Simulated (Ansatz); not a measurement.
Take CaO in the rock salt structure (space group Fm-3m, No. 225; a = 4.831 Å) as the base.

The change: the cell is scaled by 1.0036 in all directions; the atoms relax in the strained cell.

The values are results of PBE (Ansatz, a first-principles code), no spin-orbit coupling, not measurements.

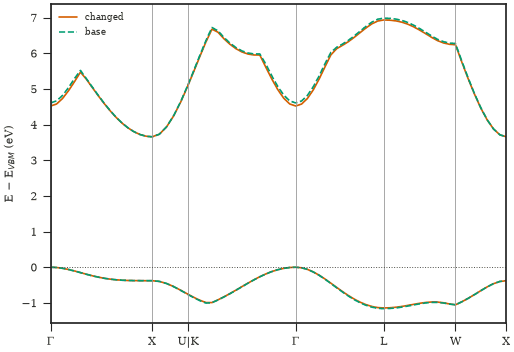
Figure. Highest valence and lowest conduction band along the path, each from its own valence-band maximum

**Question.** From the figure, how large is the changed gap, and is it direct?

**Answer.** About 3.7 eV, indirect, Γ → X.

Whether these cells are dynamically stable was not tested.
